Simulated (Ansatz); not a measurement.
**C3H4FNO: rotation by 180° about the C2–C4 bond**

How high is the barrier for the rotation by 180° about the C2–C4 bond? Relax the two ends, then run a nudged elastic band between them. SMILES of the start: C=C(O)C(=N)F.

All numbers below are computed with Ansatz 0.2.0 (RKS r2SCAN/STO-3G).

## (1) The starting structure

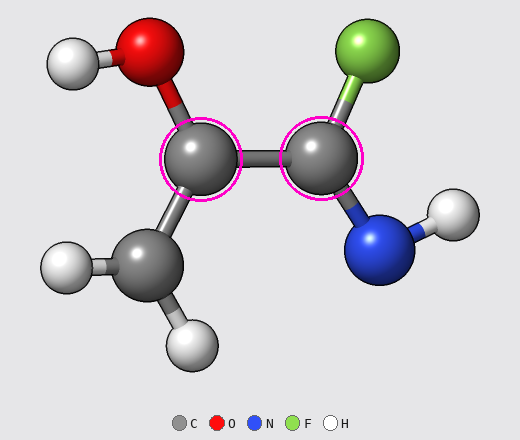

The starting structure, seen from a chosen angle (carbon grey, oxygen red, nitrogen blue, fluorine green, hydrogen white). Ringed: C2, C4.

As a file:

```xyz
10

C     0.3833   -1.3953    0.2482
C     0.0205   -0.0775    0.4996
O    -0.0918    0.4126    1.7756
C    -0.1702    0.8795   -0.6291
N    -0.2092    0.5809   -1.9011
F    -0.5507    2.1488   -0.3111
H     0.4211   -1.7072   -0.7846
H     0.5764   -2.0544    1.0119
H     0.1443   -0.2987    2.4450
H    -0.4407    1.4601   -2.3515
```

## (2) End point A

input.yaml

```yaml
crystal:
  periodic: [false, false, false]
  atoms:
    - { symbol: C, position_ang: [0.3833, -1.3953, 0.2482] }
    - { symbol: C, position_ang: [0.0205, -0.0775, 0.4996] }
    - { symbol: O, position_ang: [-0.0918, 0.4126, 1.7756] }
    - { symbol: C, position_ang: [-0.1702, 0.8795, -0.6291] }
    - { symbol: "N", position_ang: [-0.2092, 0.5809, -1.9011] }
    - { symbol: F, position_ang: [-0.5507, 2.1488, -0.3111] }
    - { symbol: H, position_ang: [0.4211, -1.7072, -0.7846] }
    - { symbol: H, position_ang: [0.5764, -2.0544, 1.0119] }
    - { symbol: H, position_ang: [0.1443, -0.2987, 2.445] }
    - { symbol: H, position_ang: [-0.4407, 1.4601, -2.3515] }
basis:
  gaussian: { orbitals: STO-3G }
hamiltonian:
  xc: r2scan
relax:
  f_tol: 0.015
  max_steps: 40
output:
  orbitals: {}
```

Command:

```console
> ansatz run input.yaml --threads 1 --pin off --max-ram 2048MiB --backend cpu --events-out ev --progress --plain --runs-dir out
```

The program printed, shortened:

```text
Warning: RAYON_NUM_THREADS=1 ignored (pool sized by the plan → 1); use --threads N
[...]
Functional definition: r2SCAN
[...]
528 factors; integrals over basis functions are off by at most 1.2e-5 eV
[...]
mean field -9298.04808906 eV, -341.6969648296 hartree, gradient 2.2e-5 eV, S^2 0.000000; 0 other end points of the search recorded, 0 dependent functions left out
[...]
reference -9298.04809415 eV, -341.6969650168 hartree; 23, 23 occupied and 11, 11 virtual orbitals, 528 factors
relax step   1: F+E_penalty+E_count = -9298.04808906 eV  Δ(F+E_penalty+E_count) = +0.000e0 eV  max|allowed force component| = 4.153e0 eV/Å  Δτ_max = 0.0000 Å  (26 SCF iters, accepted)
[...]
relax step   6: F+E_penalty+E_count = -9298.63254123 eV  Δ(F+E_penalty+E_count) = -5.568e-4 eV  max|allowed force component| = 9.853e-2 eV/Å  Δτ_max = 0.0230 Å  (31 SCF iters, accepted)
[...]
relax step   7: F+E_penalty+E_count = -9298.63345752 eV  Δ(F+E_penalty+E_count) = -9.163e-4 eV  max|allowed force component| = 1.497e-2 eV/Å  Δτ_max = 0.0088 Å  (31 SCF iters, accepted)
528 factors; integrals over basis functions are off by at most 1.4e-5 eV
[...]
mean field -9298.63345752 eV, -341.7184767238 hartree, gradient 2.4e-5 eV, S^2 0.000000; 1 other end points of the search recorded, 0 dependent functions left out
[...]
reference -9298.63346263 eV, -341.7184769116 hartree; 23, 23 occupied and 11, 11 virtual orbitals, 528 factors
Total energy: -9298.63346263 eV, -341.7184769116 hartree
Atom 0 at     0.378588    -1.395640     0.236831 Å, force     0.001343     0.003081    -0.005151 eV/Å
Atom 1 at     0.045100    -0.108072     0.484621 Å, force    -0.014970     0.003337     0.013281 eV/Å
Atom 2 at    -0.091302     0.501807     1.750004 Å, force     0.004165     0.004122    -0.004287 eV/Å
Atom 3 at    -0.239942     0.895888    -0.622336 Å, force     0.009250     0.005247     0.004489 eV/Å
Atom 4 at    -0.198399     0.554144    -1.901072 Å, force     0.012290    -0.006924    -0.012285 eV/Å
Atom 5 at    -0.532562     2.154695    -0.153950 Å, force    -0.003330     0.004292     0.000654 eV/Å
Atom 6 at     0.450765    -1.741519    -0.795888 Å, force    -0.000826    -0.005767    -0.000154 eV/Å
Atom 7 at     0.579687    -2.105979     1.043447 Å, force     0.001815    -0.004014     0.001726 eV/Å
Atom 8 at     0.125618    -0.270242     2.387472 Å, force     0.000057    -0.004090    -0.003638 eV/Å
Atom 9 at    -0.434552     1.463718    -2.426229 Å, force    -0.009795     0.000717     0.005365 eV/Å
Dipole moment:     0.012988     0.007530     0.336028 e Å
```

Wall time 54 s (1 thread of Intel Xeon at 2.50GHz (Skylake/Cascade Lake), shared host); peak memory 0.17 GiB.

The steps of the relaxation:

| step | energy from step 1 (eV) | largest force component (eV/Å) |
| --- | --- | --- |
| 1 | 0.0000 | 4.1529 |
| 2 | -0.4616 | 1.5337 |
| 3 | -0.5453 | 0.9868 |
| 4 | -0.5679 | 0.7232 |
| 5 | -0.5839 | 0.2617 |
| 6 | -0.5845 | 0.0985 |
| 7 | -0.5854 | 0.0150 |

Step 1 is the start.

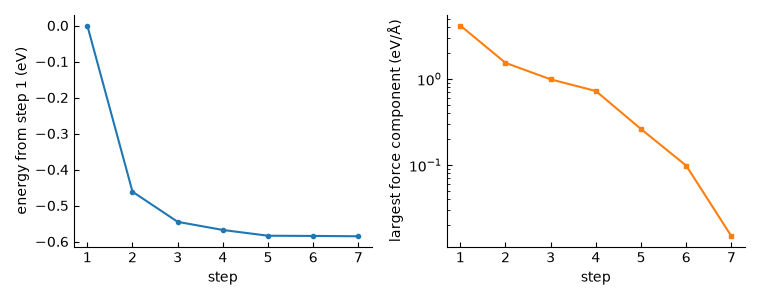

Energy and largest force along the relaxation.

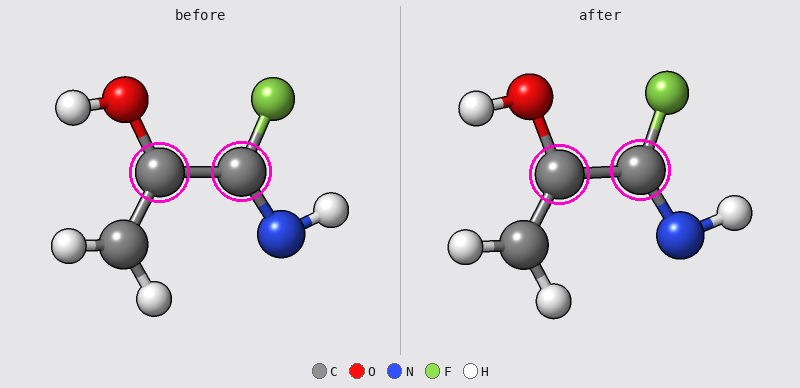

The structure before (left) and after (right), drawn at the same scale.

After: Bond lengths: C1–C2 1.353 Å, C2–O3 1.411 Å, C2–C4 1.521 Å, C4–N5 1.324 Å, C4–F6 1.375 Å, C1–H7 1.091 Å, C1–H8 1.093 Å, O3–H9 1.024 Å, N5–H10 1.077 Å. Angles: C1–C2–O3 126.8°, C1–C2–C4 122.7°, O3–C2–C4 110.4°, C2–C1–H7 119.4°, C2–C1–H8 121.9°, H7–C1–H8 118.7°, C2–O3–H9 102.2°, C2–C4–N5 121.8°, C2–C4–F6 113.3°, N5–C4–F6 124.9°, C4–N5–H10 104.2°.

## (3) Relaxing end B

The second end starts from a geometry with the move made by hand.

input.yaml

```yaml
crystal:
  periodic: [false, false, false]
  atoms:
    - { symbol: C, position_ang: [0.3833, -1.3953, 0.2482] }
    - { symbol: C, position_ang: [0.0205, -0.0775, 0.4996] }
    - { symbol: O, position_ang: [-0.0918, 0.4126, 1.7756] }
    - { symbol: C, position_ang: [-0.1702, 0.8795, -0.6291] }
    - { symbol: "N", position_ang: [-0.32949, 2.17318, -0.53072] }
    - { symbol: F, position_ang: [0.05125, 0.40837, -1.88847] }
    - { symbol: H, position_ang: [0.4211, -1.7072, -0.7846] }
    - { symbol: H, position_ang: [0.5764, -2.0544, 1.0119] }
    - { symbol: H, position_ang: [0.1443, -0.2987, 2.445] }
    - { symbol: H, position_ang: [-0.3368, 2.49242, -1.49377] }
basis:
  gaussian: { orbitals: STO-3G }
hamiltonian:
  xc: r2scan
relax:
  f_tol: 0.015
  max_steps: 40
```

Command:

```console
> ansatz run input.yaml --threads 1 --pin off --max-ram 2048MiB --backend cpu --events-out ev --progress --plain --runs-dir out
```

The program printed, shortened:

```text
Warning: RAYON_NUM_THREADS=1 ignored (pool sized by the plan → 1); use --threads N
[...]
Functional definition: r2SCAN
[...]
528 factors; integrals over basis functions are off by at most 1.5e-5 eV
[...]
mean field -9298.05804556 eV, -341.6973307243 hartree, gradient 2.0e-5 eV, S^2 0.000000; 0 other end points of the search recorded, 0 dependent functions left out
[...]
reference -9298.05805078 eV, -341.6973309159 hartree; 23, 23 occupied and 11, 11 virtual orbitals, 528 factors
relax step   1: F+E_penalty+E_count = -9298.05804556 eV  Δ(F+E_penalty+E_count) = +0.000e0 eV  max|allowed force component| = 4.030e0 eV/Å  Δτ_max = 0.0000 Å  (26 SCF iters, accepted)
[...]
relax step   6: F+E_penalty+E_count = -9298.62708075 eV  Δ(F+E_penalty+E_count) = -8.148e-4 eV  max|allowed force component| = 5.850e-2 eV/Å  Δτ_max = 0.0100 Å  (32 SCF iters, accepted)
[...]
Total energy: -9298.62725048 eV, -341.7182486193 hartree
Atom 0 at     0.381730    -1.408485     0.245553 Å, force    -0.005793    -0.011779     0.002196 eV/Å
Atom 1 at     0.093880    -0.103279     0.469673 Å, force    -0.002717     0.003158     0.002779 eV/Å
Atom 2 at    -0.069591     0.520502     1.719812 Å, force     0.003601     0.003740     0.000432 eV/Å
Atom 3 at    -0.092147     0.885350    -0.669718 Å, force     0.005464    -0.000157     0.005485 eV/Å
Atom 4 at    -0.339512     2.165075    -0.433382 Å, force    -0.002429     0.005776     0.004140 eV/Å
Atom 5 at     0.023711     0.324262    -1.918936 Å, force     0.006150    -0.004788    -0.014722 eV/Å
Atom 6 at     0.484568    -1.775023    -0.777019 Å, force    -0.001115     0.002161     0.002912 eV/Å
Atom 7 at     0.515882    -2.120719     1.063273 Å, force     0.002551     0.002258    -0.001632 eV/Å
Atom 8 at     0.087454    -0.258798     2.368943 Å, force    -0.000285    -0.002872    -0.000750 eV/Å
Atom 9 at    -0.417415     2.604084    -1.414558 Å, force    -0.005426     0.002503    -0.000839 eV/Å
Dipole moment:     0.079179    -0.394764    -0.049496 e Å
```

It took 50 s on 1 thread of Intel Xeon at 2.50GHz (Skylake/Cascade Lake), shared host; peak memory 0.17 GiB.

The steps of the relaxation:

| step | energy from step 1 (eV) | largest force component (eV/Å) |
| --- | --- | --- |
| 1 | 0.0000 | 4.0303 |
| 2 | -0.4614 | 1.4444 |
| 3 | -0.5045 | 1.1788 |
| 4 | -0.5618 | 0.4060 |
| 5 | -0.5682 | 0.1931 |
| 6 | -0.5690 | 0.0585 |
| 7 | -0.5692 | 0.0147 |

Step 1 is the start.

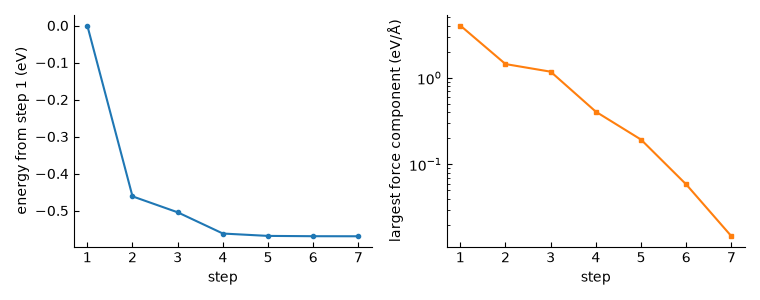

How energy and force went from step to step.

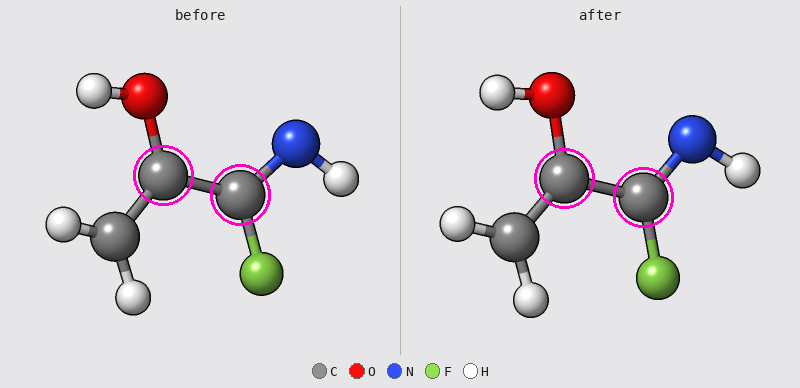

Before and after, at one scale.

After: Bond lengths: C1–C2 1.355 Å, C2–O3 1.407 Å, C2–C4 1.520 Å, C4–N5 1.325 Å, C4–F6 1.374 Å, C1–H7 1.091 Å, C1–H8 1.093 Å, O3–H9 1.026 Å, N5–H10 1.078 Å. Angles: C1–C2–O3 126.8°, C1–C2–C4 121.9°, O3–C2–C4 111.3°, C2–C1–H7 119.9°, C2–C1–H8 122.0°, H7–C1–H8 118.1°, C2–O3–H9 102.0°, C2–C4–N5 121.2°, C2–C4–F6 113.9°, N5–C4–F6 124.9°, C4–N5–H10 104.2°.

## (4) The band

crystal.atoms is end A as relaxed above, and neb.final_atoms is end B, turned to lie on A. With 5 inner images the band has 7 in all.

input.yaml

```yaml
crystal:
  periodic: [false, false, false]
  atoms:
    - { symbol: C, position_ang: [0.378588, -1.39564, 0.236831] }
    - { symbol: C, position_ang: [0.0451, -0.108072, 0.484621] }
    - { symbol: O, position_ang: [-0.091302, 0.501807, 1.750004] }
    - { symbol: C, position_ang: [-0.239942, 0.895888, -0.622336] }
    - { symbol: "N", position_ang: [-0.198399, 0.554144, -1.901072] }
    - { symbol: F, position_ang: [-0.532562, 2.154695, -0.15395] }
    - { symbol: H, position_ang: [0.450765, -1.741519, -0.795888] }
    - { symbol: H, position_ang: [0.579687, -2.105979, 1.043447] }
    - { symbol: H, position_ang: [0.125618, -0.270242, 2.387472] }
    - { symbol: H, position_ang: [-0.434552, 1.463718, -2.426229] }
basis:
  gaussian: { orbitals: STO-3G }
hamiltonian:
  xc: r2scan
neb:
  order_check: false
  images: 5
  f_tol: 0.05
  max_iterations: 54
  initial_path: idpp
  final_atoms:
    - { symbol: C, position_ang: [0.39358704, -1.45016024, 0.34733409] }
    - { symbol: C, position_ang: [0.05086831, -0.14116513, 0.42300293] }
    - { symbol: O, position_ang: [-0.11866582, 0.61868943, 1.59456268] }
    - { symbol: C, position_ang: [-0.19981133, 0.69665848, -0.8201449] }
    - { symbol: "N", position_ang: [-0.50072295, 1.98356029, -0.73027752] }
    - { symbol: F, position_ang: [-0.08065912, -0.00293734, -1.99707177] }
    - { symbol: H, position_ang: [0.49490833, -1.93047202, -0.62714723] }
    - { symbol: H, position_ang: [0.57426126, -2.05411472, 1.23982265] }
    - { symbol: H, position_ang: [0.08494507, -0.07078089, 2.32703518] }
    - { symbol: H, position_ang: [-0.61570979, 2.29952213, -1.75421613] }
```

Command:

```console
> ansatz run input.yaml --threads 1 --pin off --max-ram 2048MiB --backend cpu --events-out ev --progress --plain --runs-dir out
```

The program printed, shortened:

```text
Warning: RAYON_NUM_THREADS=1 ignored (pool sized by the plan → 1); use --threads N
[...]
Functional definition: r2SCAN
[...]
525 factors; integrals over basis functions are off by at most 1.2e-5 eV
[...]
mean field -9298.63346406 eV, -341.7184769641 hartree, gradient 9.3e-6 eV, S^2 0.000000; 0 other end points of the search recorded, 0 dependent functions left out
[...]
reference -9298.63346918 eV, -341.7184771524 hartree; 23, 23 occupied and 11, 11 virtual orbitals, 525 factors
528 factors; integrals over basis functions are off by at most 1.6e-5 eV
[...]
mean field -9298.62726278 eV, -341.7182490711 hartree, gradient 3.1e-5 eV, S^2 0.000000; 0 other end points of the search recorded, 0 dependent functions left out
[...]
reference -9298.62726802 eV, -341.7182492639 hartree; 23, 23 occupied and 11, 11 virtual orbitals, 528 factors
[...]
Atom 0 at    -0.307262    -1.422362     0.377984 Å, force     0.001838    -0.002889     0.000614 eV/Å
Atom 1 at     0.109577    -0.139678     0.441127 Å, force    -0.001954    -0.001822     0.000620 eV/Å
Atom 2 at     0.800743     0.460234     1.514458 Å, force    -0.001160     0.000834    -0.000868 eV/Å
Atom 3 at    -0.146298     0.874222    -0.685068 Å, force     0.004809    -0.000559    -0.003576 eV/Å
Atom 4 at     0.738587     1.073810    -1.644034 Å, force    -0.003629     0.003084     0.004100 eV/Å
Atom 5 at    -1.356080     1.524350    -0.589809 Å, force     0.000662     0.002576     0.001585 eV/Å
Atom 6 at    -0.835569    -1.797351    -0.499521 Å, force    -0.000152     0.000996    -0.000005 eV/Å
Atom 7 at    -0.115604    -2.126278     1.192959 Å, force     0.000035     0.000438    -0.000307 eV/Å
Atom 8 at     0.906140    -0.322984     2.168724 Å, force    -0.000377     0.000101    -0.000292 eV/Å
Atom 9 at     0.288767     1.824835    -2.273920 Å, force    -0.000073    -0.002759    -0.001870 eV/Å
Dipole moment:    -0.248018    -0.093137     0.244136 e Å
this run last wrote the band of iteration 7 to <dir>
```

It took 3.9 min on 1 thread of Intel Xeon at 2.50GHz (Skylake/Cascade Lake), shared host; peak memory 0.13 GiB.

## (5) What the band shows

The 5 inner images lie between the fixed ends 0 and 6. Energy is taken from image 0, and the path length is the program's own coordinate along the band.

| image | path (Å) | energy (eV) | dihedral O3–C2–C4–F6 (°) | band force (eV/Å) |
| --- | --- | --- | --- | --- |
| 0 | 0.000 | 0.0000 | 1 | - |
| 1 | 0.849 | 0.0475 | -29 | 0.008 |
| 2 | 1.697 | 0.1558 | -60 | 0.023 |
| 3* | 2.545 | 0.2128 | -92 | 0.005 |
| 4 | 3.327 | 0.1644 | -122 | 0.019 |
| 5 | 4.108 | 0.0606 | -151 | 0.012 |
| 6 | 4.889 | 0.0062 | -178 | - |

The star marks the climbing image.

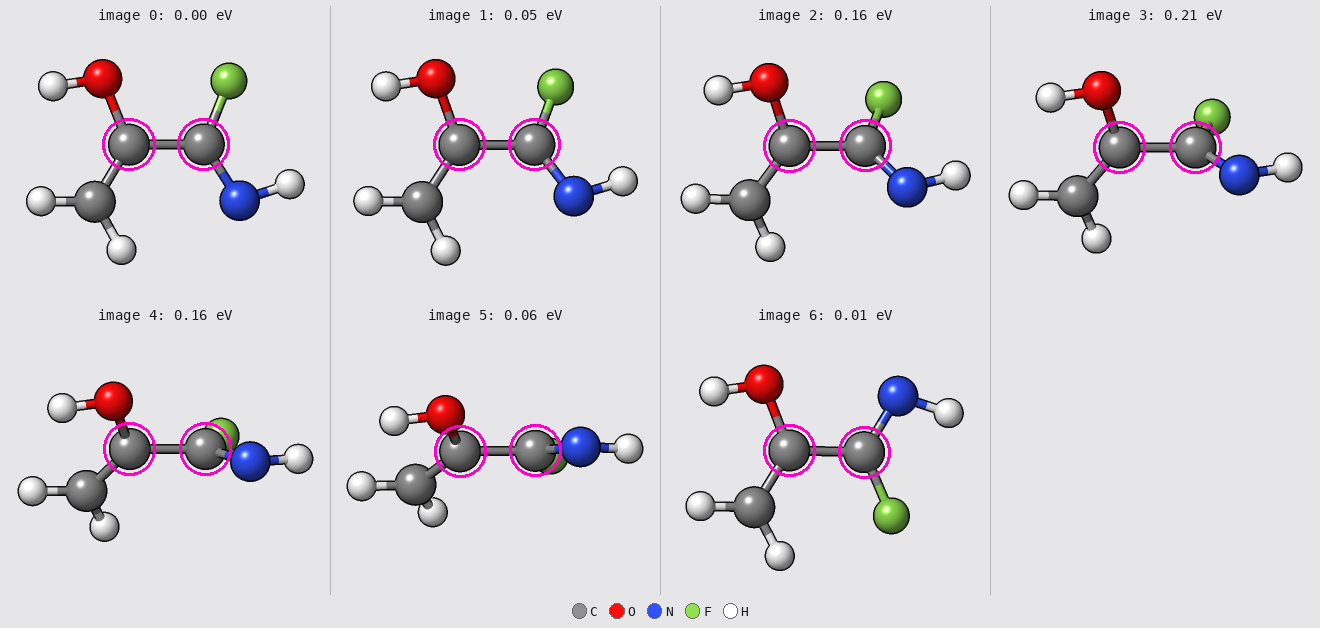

The images of the last band, seen from a chosen angle. Ringed: C2, C4. Sticks join atoms closer than a bonding distance in each image.

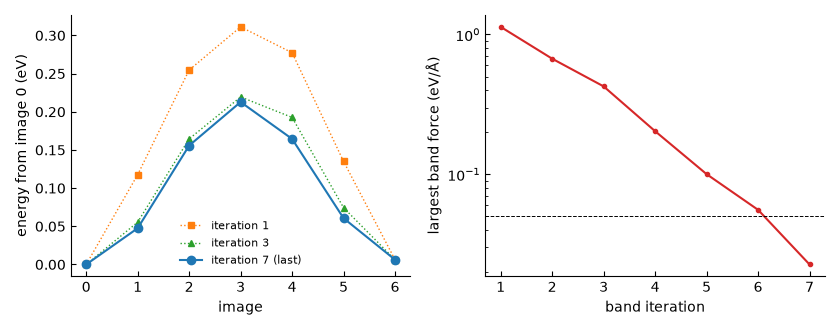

Left: energy of each image for early iterations and the last one (lines only join the points; early values far above the last band run off the scale). Right: the largest band force by iteration, with the threshold dashed.

The top of the band by iteration:

| iteration | highest image above image 0 (eV) | largest band force (eV/Å) |
| --- | --- | --- |
| 1 | 0.3112 | 1.133 |
| 2 | 0.2497 | 0.671 |
| 3 | 0.2194 | 0.425 |
| 4 | 0.2136 | 0.203 |
| 5 | 0.2128 | 0.100 |
| 6 | 0.2128 | 0.056 |
| 7 | 0.2128 | 0.023 |

Positions of all images (Å):

```xyz
10
image=0 dE=0.0000
C     0.379   -1.396    0.237
C     0.045   -0.108    0.485
O    -0.091    0.502    1.750
C    -0.240    0.896   -0.622
N    -0.198    0.554   -1.901
F    -0.533    2.155   -0.154
H     0.451   -1.742   -0.796
H     0.580   -2.106    1.043
H     0.126   -0.270    2.387
H    -0.435    1.464   -2.426
10
image=1 dE=0.0475
C     0.146   -1.439    0.259
C     0.065   -0.107    0.478
O     0.195    0.550    1.720
C    -0.211    0.899   -0.633
N     0.182    0.682   -1.878
F    -0.883    2.020   -0.207
H     0.011   -1.837   -0.748
H     0.346   -2.143    1.072
H     0.389   -0.229    2.358
H    -0.157    1.552   -2.417
10
image=2 dE=0.1558
C    -0.087   -1.450    0.307
C     0.087   -0.119    0.462
O     0.502    0.537    1.641
C    -0.179    0.891   -0.657
N     0.499    0.861   -1.791
F    -1.164    1.806   -0.360
H    -0.428   -1.861   -0.643
H     0.103   -2.148    1.128
H     0.655   -0.247    2.283
H     0.094    1.679   -2.365
10
image=3 dE=0.2128
C    -0.307   -1.422    0.378
C     0.110   -0.140    0.441
O     0.801    0.460    1.514
C    -0.146    0.874   -0.685
N     0.739    1.074   -1.644
F    -1.356    1.524   -0.590
H    -0.836   -1.797   -0.500
H    -0.116   -2.126    1.193
H     0.906   -0.323    2.169
H     0.289    1.825   -2.274
10
image=4 dE=0.1644
C    -0.483   -1.363    0.456
C     0.131   -0.159    0.420
O     1.060    0.333    1.358
C    -0.120    0.854   -0.703
N     0.866    1.285   -1.470
F    -1.436    1.230   -0.834
H    -1.177   -1.658   -0.332
H    -0.284   -2.086    1.252
H     1.135   -0.450    2.017
H     0.390    1.961   -2.162
10
image=5 dE=0.0606
C    -0.614   -1.288    0.546
C     0.160   -0.188    0.387
O     1.281    0.168    1.158
C    -0.099    0.824   -0.723
N     0.892    1.505   -1.276
F    -1.420    0.924   -1.088
H    -1.453   -1.471   -0.127
H    -0.413   -2.028    1.324
H     1.337   -0.609    1.826
H     0.410    2.112   -2.025
10
image=6 dE=0.0062
C     0.387   -1.483    0.172
C     0.061   -0.188    0.404
O    -0.066    0.437    1.657
C    -0.215    0.786   -0.730
N    -0.499    2.057   -0.488
F    -0.137    0.222   -1.981
H     0.455   -1.852   -0.852
H     0.586   -2.185    0.986
H     0.150   -0.332    2.302
H    -0.639    2.487   -1.466
```

[end of part 1 of 2]
